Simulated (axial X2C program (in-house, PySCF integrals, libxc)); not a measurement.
## Run report: FO⁻, relativistic diatomic calculation

- system: FO⁻, single determinant with Ω = 0. The distance is the PBE0 minimum at charge −1.
- method: expectation values, HF and Kohn-Sham, two-component X2C with atomic mean-field Coulomb and Gaunt terms, F dyall-av3z, O dyall-av3z (cores contracted) (axial X2C program (in-house, PySCF integrals, libxc))

## Key numbers

- outcome: converged; a filled level lies above zero
- hardware: 1 thread of Arm Neoverse N1, 16 GiB of memory available, shared host
- wall time: 1.3 s
- peak memory: 0.22 GiB

## Notes

The highest filled level (PBE0, up to 0.41 eV) lies above zero. That is common for anions, where the functional's self-interaction leaves the outer electrons unbound; only the finite basis holds them, so such levels depend on it.

## The input
```
{"zs": [9, 8], "q": -1, "bas": ["dyall-av3z", "dyall-av3z"], "r0": 1.27, "levels": ["PBE0", "HF", "PBE", "B3LYP", "PBE50"], "nst": 3}
```

The line is the task of a batch: nuclear charges, charge, bases, the levels to run, a first guess of the distance and further settings. This report covers the levels named above. The log is that of the reference distance, started from orbitals converged before.

Launched within a batch (the task file carries these settings):
```bash
python <driver script> task.json out
```

## Log
```
two-component X2C + atomic mean field  PBE0
basis functions 108  fitting functions 557  grid points 4351
iter        total energy     max residual
   1       -174.993496496     9.38e-06
   2       -174.993496498     1.08e-05
   3       -174.993496499     8.27e-06
converged
one-electron -299.98460671  Coulomb 118.37427790  exact exchange -4.58654605  xc functional -14.40799902  nuclear repulsion 25.62256838  atomic mean-field constant -0.01119100
```

## Expectation values by level of theory

| quantity | PBE0 | HF | PBE | B3LYP | PBE50 |
| --- | --- | --- | --- | --- | --- |
| effective field for an electron dipole moment (GV/cm) | – | – | – | – | – |
| field gradient at the first nucleus (a.u.) | 3.87 | 3.47 | 3.94 | 3.89 | 3.77 |
| field gradient at the second nucleus (a.u.) | 4.84 | 5.49 | 4.61 | 4.91 | 5.06 |
| A∥/gI, first nucleus (MHz) | – | – | – | – | – |
| A∥/gI, second nucleus (MHz) | – | – | – | – | – |

Each column comes from one determinant, in a basis with contracted cores. A dash marks a value that vanishes by symmetry, wasn't computed or didn't converge. The spread over the levels shows only part of the uncertainty.

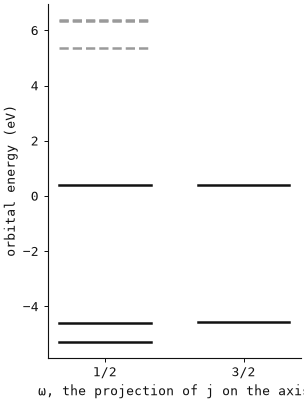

Fig. 1: Orbital energies (PBE0) near the frontier at 1.49 Å, filled (solid) and empty (dashed); the Kramers partners at −ω are degenerate and not drawn. The highest filled spinor (3/2; 80 % O p, 13 % F p) lies at 0.41 eV, the lowest empty one (1/2; 58 % O p, 33 % F p) at 5.35 eV. A filled level above zero is held only by the finite basis .
